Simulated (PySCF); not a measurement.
C3H8GeN2: geometry relaxation

- system: C3H8GeN2, SMILES [GeH3][N]1CCC=N1
- method: PBE0-D3(BJ)/def2-SVP geometry optimisation, gas phase (PySCF 2.14.0)

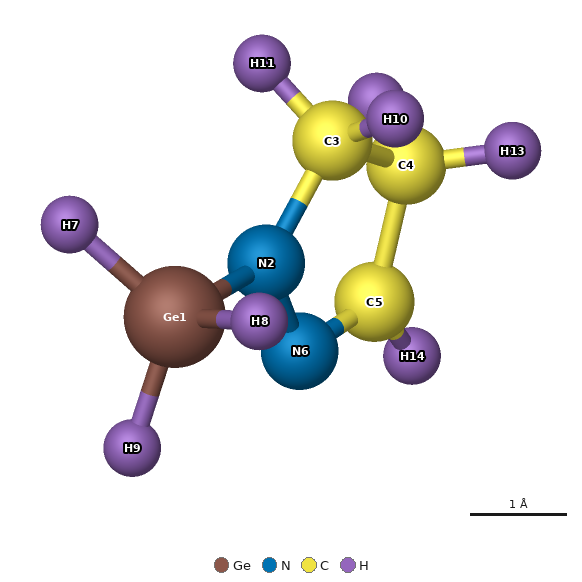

The input geometry (ball-and-stick view, seen at a tilt; atoms are numbered from 1 in the order of the input). Sticks mark near contacts. Bond lengths as drawn: C–C 1.49 to 1.50 Å, C–H 1.08 to 1.12 Å, C–N 1.27 to 1.47 Å, Ge–H 1.48 to 1.50 Å, Ge–N 1.83 Å and N–N 1.36 Å.

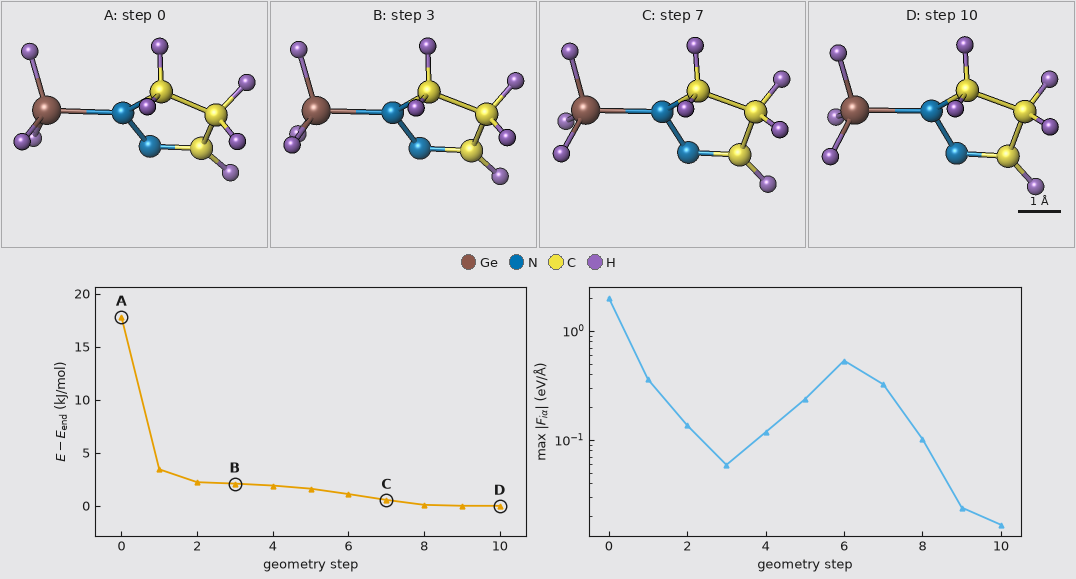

Frames of the relaxation (ball-and-stick view, seen at a tilt) above the curves, on which the letters mark them (steps are counted from 0).

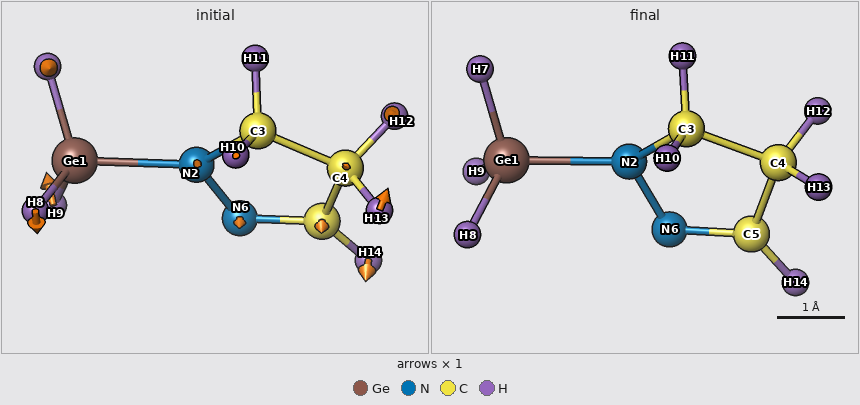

Before (left) and after (right) the relaxation, at one scale (ball-and-stick view, seen at a tilt). The orange arrows give the displacements, at true length. Over 10 geometry steps the energy falls by 17.8 kJ/mol. Largest force component: 2 eV/Å at the start, 0.017 eV/Å at the end. The atom that moves furthest after the best rigid fit is H9 (0.56 Å). By element the largest moves are H 0.56 Å, C 0.27 Å, N 0.21 Å, Ge 0.05 Å. Among the contacts that change: Ge1–H7 1.475 → 1.539 Å, C3–C4 1.488 → 1.534 Å, Ge1–H9 1.488 → 1.532 Å, Ge1–H8 1.504 → 1.546 Å. Among the angles that change: N2–Ge1–H9 103.2° → 107.6°, Ge1–N2–C3 129.5° → 126.1°, C5–C4–H13 110.9° → 113.9°. (Atoms are counted from 1 in the order of the input.)

These pictures come from the run below.

Input
```
{"job": {"xc": "PBE0", "basis": "def2-SVP", "d3": "d3bj", "grid": 1, "maxiter": 30, "shake": 0.01, "kind": "geom"}, "charge": 0, "multiplicity": 1}
Ge     2.321230     0.115190    -0.302660
N      0.488130     0.056660    -0.249060
C     -0.399050    -0.775350     0.580610
C     -1.746790    -0.195250     0.334020
C     -1.448820     0.936610    -0.603350
N     -0.212720     1.039330    -0.864990
H      2.809830    -1.237960    -0.629630
H      2.876070     0.540800     1.029010
H      2.597220     1.142110    -1.342940
H     -0.079590    -0.695440     1.648830
H     -0.296610    -1.822070     0.291000
H     -2.443290    -0.913570    -0.136270
H     -2.291020     0.169340     1.239680
H     -2.181760     1.624510    -1.001990
```

The first line tells a small driver script what to run in PySCF; the rest is the geometry in Å.

Launch command:
```bash
OMP_NUM_THREADS=1 python <driver script> task.json out
```

Output
```
step   0  E = -2304.64055356  max force = 0.038841
step   1  E = -2304.64603074  max force = 0.006961
step   2  E = -2304.64649324  max force = 0.002641
step   3  E = -2304.64654437  max force = 0.001147
step   4  E = -2304.64661402  max force = 0.002287
step   5  E = -2304.64672568  max force = 0.004573
step   6  E = -2304.64691987  max force = 0.010345
step   7  E = -2304.64712935  max force = 0.006271
step   8  E = -2304.64730714  max force = 0.001977
step   9  E = -2304.64734051  max force = 0.000466
step  10  E = -2304.64734260  max force = 0.000325
optimisation converged
```

Trajectory as extended XYZ (Å, eV, eV/Å), 11 frames, from step=0 to step=10
```
14
Properties=species:S:1:pos:R:3:forces:R:3 step=0 energy=-62712.46374
Ge    2.3212    0.1152   -0.3027   -0.8145   0.5109   0.1718
N     0.4881    0.0567   -0.2491   -0.3967   0.0988  -0.0992
C    -0.3991   -0.7753    0.5806    1.6989   0.0607   0.8727
C    -1.7468   -0.1953    0.3340   -1.9973   0.2528   0.0644
C    -1.4488    0.9366   -0.6034   -0.2982  -0.1637   0.4005
N    -0.2127    1.0393   -0.8650    0.8197   0.2199  -0.3842
H     2.8098   -1.2380   -0.6296    0.4716  -1.1575  -0.2947
H     2.8761    0.5408    1.0290    0.2881   0.1723   0.7036
H     2.5972    1.1421   -1.3429    0.2948   0.4888  -0.6180
H    -0.0796   -0.6954    1.6488   -0.2067  -0.1300  -0.3104
H    -0.2966   -1.8221    0.2910   -0.0946  -0.4205  -0.0615
H    -2.4433   -0.9136   -0.1363    0.0384  -0.0130   0.0149
H    -2.2910    0.1693    1.2397    0.3778  -0.1827  -0.2542
H    -2.1818    1.6245   -1.0020   -0.1815   0.2632  -0.2056
14
Properties=species:S:1:pos:R:3:forces:R:3 step=1 energy=-62712.61278
Ge    2.3442    0.1209    0.0831    0.1569  -0.1534  -0.0231
N     0.5001    0.0401    0.1241    0.1703  -0.0221   0.0013
C    -0.3232   -0.8339    0.9606   -0.3195  -0.0152  -0.0911
C    -1.7510   -0.2677    0.7490    0.3494  -0.1726   0.0218
C    -1.4512    0.9512   -0.0773   -0.0090   0.1329  -0.0389
N    -0.2151    1.0711   -0.3865   -0.0249   0.0504  -0.0053
H     2.8739   -1.3116   -0.2607   -0.1435   0.3579   0.1034
H     2.9245    0.5389    1.4724   -0.1240  -0.0736  -0.2198
H     2.7068    1.1500   -1.0029   -0.0233  -0.1302   0.1151
H    -0.0262   -0.7859    2.0214    0.0683   0.0388   0.0791
H    -0.2384   -1.8875    0.6441    0.0308   0.0284  -0.0014
H    -2.4057   -0.9678    0.2103   -0.0754  -0.0827  -0.0686
H    -2.2493   -0.0341    1.6984   -0.0968   0.0762   0.0934
H    -2.1832    1.6792   -0.4371    0.0406  -0.0347   0.0340
14
Properties=species:S:1:pos:R:3:forces:R:3 step=2 energy=-62712.62537
Ge    2.3392    0.1188    0.0808    0.0328  -0.0322  -0.0108
N     0.5006    0.0432    0.1185    0.0651  -0.0146  -0.0473
C    -0.3206   -0.8324    0.9576   -0.1358   0.0058  -0.0119
C    -1.7447   -0.2733    0.7471    0.1043  -0.0685   0.0476
C    -1.4486    0.9547   -0.0727   -0.0284   0.0481  -0.0255
N    -0.2141    1.0780   -0.3862   -0.0312  -0.0090   0.0511
H     2.8533   -1.2998   -0.2407   -0.0125   0.0233   0.0116
H     2.8987    0.5363    1.4606   -0.0071   0.0112   0.0050
H     2.7168    1.1297   -1.0028    0.0077  -0.0057  -0.0093
H    -0.0145   -0.7787    2.0188    0.0129   0.0161  -0.0023
H    -0.2277   -1.8843    0.6407    0.0155   0.0037   0.0131
H    -2.3997   -0.9758    0.2036    0.0021   0.0144  -0.0089
H    -2.2504   -0.0364    1.6971   -0.0192   0.0042  -0.0253
H    -2.1820    1.6830   -0.4236   -0.0063   0.0031   0.0130
14
Properties=species:S:1:pos:R:3:forces:R:3 step=3 energy=-62712.62676
Ge    2.3404    0.1173    0.0790   -0.0126   0.0140   0.0091
N     0.5012    0.0433    0.1165   -0.0357   0.0163  -0.0590
C    -0.3212   -0.8320    0.9562   -0.0393  -0.0141   0.0032
C    -1.7432   -0.2764    0.7446    0.0050  -0.0181   0.0311
C    -1.4508    0.9585   -0.0677    0.0535  -0.0302   0.0087
N    -0.2156    1.0815   -0.3797    0.0090   0.0363   0.0064
H     2.8506   -1.3020   -0.2282    0.0054  -0.0316  -0.0015
H     2.8941    0.5452    1.4569    0.0084   0.0178   0.0162
H     2.7241    1.1173   -1.0118    0.0042   0.0026  -0.0150
H    -0.0134   -0.7758    2.0171   -0.0017   0.0120  -0.0041
H    -0.2239   -1.8836    0.6405    0.0033  -0.0047   0.0174
H    -2.3960   -0.9767    0.1953    0.0069   0.0101  -0.0094
H    -2.2551   -0.0426    1.6920   -0.0081  -0.0158  -0.0107
H    -2.1851    1.6889   -0.4120    0.0018   0.0053   0.0076
14
Properties=species:S:1:pos:R:3:forces:R:3 step=4 energy=-62712.62865
Ge    2.3401    0.1149    0.0768   -0.0513   0.0597   0.0314
N     0.4998    0.0464    0.1084   -0.0368  -0.0406  -0.0386
C    -0.3220   -0.8308    0.9516    0.1176  -0.0300  -0.0012
C    -1.7413   -0.2838    0.7395   -0.0795   0.0849  -0.0174
C    -1.4498    0.9646   -0.0550   -0.0030  -0.0090   0.0125
N    -0.2163    1.0936   -0.3700    0.0099  -0.0056   0.0260
H     2.8412   -1.3113   -0.1976    0.0196  -0.0694  -0.0070
H     2.8841    0.5697    1.4501    0.0226   0.0178   0.0100
H     2.7371    1.0892   -1.0324   -0.0006   0.0061  -0.0138
H    -0.0114   -0.7689    2.0118   -0.0143   0.0133  -0.0040
H    -0.2161   -1.8825    0.6397   -0.0051  -0.0087   0.0154
H    -2.3889   -0.9777    0.1761    0.0161   0.0037  -0.0193
H    -2.2644   -0.0608    1.6830    0.0079  -0.0317   0.0087
H    -2.1860    1.7002   -0.3832   -0.0031   0.0094  -0.0027
14
Properties=species:S:1:pos:R:3:forces:R:3 step=5 energy=-62712.63169
Ge    2.3384    0.1124    0.0753   -0.0457   0.0731   0.0340
N     0.4977    0.0465    0.0979   -0.0856  -0.0846  -0.0151
C    -0.3226   -0.8323    0.9448    0.2351  -0.0330  -0.0188
C    -1.7392   -0.2931    0.7279   -0.1939   0.1567  -0.0322
C    -1.4486    0.9786   -0.0318    0.0137  -0.0560   0.0441
N    -0.2160    1.1093   -0.3492    0.0398   0.0278   0.0033
H     2.8295   -1.3277   -0.1414    0.0155  -0.0539   0.0022
H     2.8770    0.6213    1.4329    0.0242   0.0094  -0.0081
H     2.7484    1.0394   -1.0702   -0.0041   0.0034  -0.0070
H    -0.0131   -0.7613    2.0051   -0.0249   0.0184   0.0011
H    -0.2055   -1.8843    0.6398   -0.0225  -0.0097   0.0120
H    -2.3751   -0.9744    0.1360    0.0243  -0.0074  -0.0255
H    -2.2801   -0.0964    1.6668    0.0190  -0.0491   0.0232
H    -2.1848    1.7250   -0.3348    0.0052   0.0050  -0.0131
14
Properties=species:S:1:pos:R:3:forces:R:3 step=6 energy=-62712.63698
Ge    2.3292    0.1058    0.0677    0.0088   0.0897   0.0307
N     0.4867    0.0427    0.0524   -0.2040  -0.2241   0.1847
C    -0.3266   -0.8398    0.9141    0.5320  -0.0816  -0.0910
C    -1.7349   -0.3288    0.6718   -0.4494   0.3303  -0.0521
C    -1.4366    1.0318    0.0820    0.0421  -0.1494   0.0906
N    -0.2076    1.1701   -0.2466    0.0448   0.1432  -0.0972
H     2.7731   -1.3661    0.1237    0.0182   0.0052   0.0003
H     2.8579    0.8543    1.3174   -0.0034  -0.0291  -0.0556
H     2.7912    0.7972   -1.2195   -0.0090  -0.0023   0.0147
H    -0.0308   -0.7287    1.9764   -0.0545   0.0428   0.0081
H    -0.1691   -1.8935    0.6409   -0.0723  -0.0191  -0.0134
H    -2.3079   -0.9404   -0.0485    0.0639  -0.0387  -0.0454
H    -2.3517   -0.2614    1.5800    0.0541  -0.0754   0.0646
H    -2.1667    1.8196   -0.1129    0.0289   0.0084  -0.0390
14
Properties=species:S:1:pos:R:3:forces:R:3 step=7 energy=-62712.64268
Ge    2.3330    0.1098    0.0688   -0.0056   0.0384   0.0203
N     0.4905    0.0364    0.0708   -0.1324  -0.1548   0.0593
C    -0.3280   -0.8437    0.9232    0.3225  -0.0221  -0.0436
C    -1.7405   -0.3170    0.6871   -0.2452   0.1865  -0.0396
C    -1.4354    1.0207    0.0558   -0.0019  -0.0803   0.0623
N    -0.2054    1.1511   -0.2706    0.0659   0.0848  -0.0315
H     2.8026   -1.3568    0.0562   -0.0005   0.0215   0.0078
H     2.8681    0.8078    1.3430    0.0048  -0.0132  -0.0325
H     2.7692    0.8630   -1.1918   -0.0117  -0.0054   0.0116
H    -0.0350   -0.7438    1.9868   -0.0240   0.0184   0.0103
H    -0.1886   -1.8981    0.6405   -0.0446  -0.0020  -0.0008
H    -2.3264   -0.9464   -0.0067    0.0283  -0.0193  -0.0288
H    -2.3363   -0.2235    1.6074    0.0302  -0.0515   0.0313
H    -2.1617    1.8033   -0.1716    0.0142  -0.0010  -0.0261
14
Properties=species:S:1:pos:R:3:forces:R:3 step=8 energy=-62712.64751
Ge    2.3309    0.1121    0.0652    0.0069  -0.0038   0.0022
N     0.4881    0.0245    0.0724   -0.0377  -0.0816   0.0111
C    -0.3304   -0.8530    0.9201    0.1017   0.0320  -0.0217
C    -1.7451   -0.3178    0.6780   -0.0651   0.0437  -0.0161
C    -1.4264    1.0314    0.0835   -0.0219  -0.0274   0.0330
N    -0.1960    1.1555   -0.2451    0.0424   0.0404  -0.0075
H     2.8117   -1.3509    0.1054   -0.0071   0.0302   0.0035
H     2.8703    0.8647    1.3042   -0.0034  -0.0073  -0.0104
H     2.7565    0.8188   -1.2258   -0.0076  -0.0043   0.0077
H    -0.0491   -0.7481    1.9866    0.0003  -0.0005   0.0096
H    -0.1991   -1.9089    0.6404   -0.0194   0.0047   0.0004
H    -2.3113   -0.9309   -0.0467    0.0009  -0.0038  -0.0087
H    -2.3508   -0.2602    1.5943    0.0059  -0.0172   0.0064
H    -2.1432    1.8256   -0.1337    0.0042  -0.0049  -0.0094
14
Properties=species:S:1:pos:R:3:forces:R:3 step=9 energy=-62712.64842
Ge    2.3286    0.1126    0.0607    0.0098  -0.0030  -0.0009
N     0.4859    0.0170    0.0684   -0.0028  -0.0240   0.0020
C    -0.3311   -0.8576    0.9159   -0.0055   0.0172  -0.0052
C    -1.7469   -0.3208    0.6698    0.0194  -0.0085   0.0007
C    -1.4202    1.0399    0.1094   -0.0067   0.0036   0.0027
N    -0.1899    1.1617   -0.2228   -0.0037   0.0139  -0.0030
H     2.8135   -1.3454    0.1502    0.0002   0.0068  -0.0016
H     2.8654    0.9106    1.2708   -0.0054  -0.0020   0.0013
H     2.7521    0.7757   -1.2536   -0.0016  -0.0003   0.0007
H    -0.0550   -0.7484    1.9838    0.0033  -0.0040   0.0016
H    -0.2034   -1.9144    0.6396   -0.0026  -0.0024   0.0000
H    -2.2982   -0.9181   -0.0798   -0.0029   0.0010   0.0013
H    -2.3629   -0.2923    1.5803   -0.0017   0.0013   0.0002
H    -2.1319    1.8423   -0.0940    0.0001   0.0004   0.0002
14
Properties=species:S:1:pos:R:3:forces:R:3 step=10 energy=-62712.64848
Ge    2.3283    0.1127    0.0598    0.0045   0.0051   0.0004
N     0.4855    0.0163    0.0669    0.0040  -0.0167  -0.0085
C    -0.3302   -0.8578    0.9154   -0.0098   0.0122   0.0006
C    -1.7461   -0.3204    0.6720    0.0085  -0.0060   0.0028
C    -1.4206    1.0393    0.1086    0.0003   0.0010   0.0016
N    -0.1907    1.1607   -0.2253   -0.0038   0.0058   0.0011
H     2.8154   -1.3444    0.1452    0.0001   0.0005  -0.0015
H     2.8621    0.9073    1.2733   -0.0013  -0.0005   0.0019
H     2.7512    0.7805   -1.2521   -0.0004   0.0004  -0.0003
H    -0.0519   -0.7496    1.9829    0.0017  -0.0031   0.0004
H    -0.2043   -1.9147    0.6386   -0.0003  -0.0011  -0.0005
H    -2.3002   -0.9186   -0.0749   -0.0016   0.0010   0.0012
H    -2.3598   -0.2898    1.5841   -0.0018   0.0010  -0.0005
H    -2.1325    1.8413   -0.0955   -0.0003   0.0004   0.0014
```

Summary

```tsv
quantity	value
outcome	converged
total energy	−2304.647343 hartree
dipole moment	1.95 D
point group	C1
hardware	1 CPU thread, shared host
wall time	97 s
peak memory	0.56 GiB
```
